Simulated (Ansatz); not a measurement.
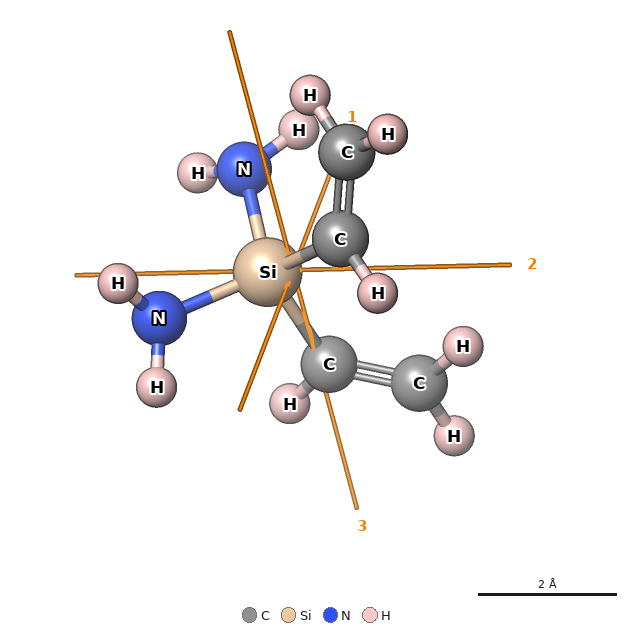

The three principal axes of inertia are drawn and numbered. Atoms fade into the background with distance from the viewer. Computed geometry: PBE-D4/def2-SVP optimisation. No frequency run is at hand to confirm it as a minimum. Masses are those of the most abundant isotopes; constants are for the rigid equilibrium geometry.

Which line is the a axis (least moment of inertia), which b and which c?

a is line 3, b is line 2, c is line 1; the moments are 217, 286, 370 u Å².

Classify the rotor and give the rotational constants (GHz).

An asymmetric top (C1): A = 2.33, B = 1.77, C = 1.37 GHz. Ray's parameter κ is −0.16, midway between the limits.
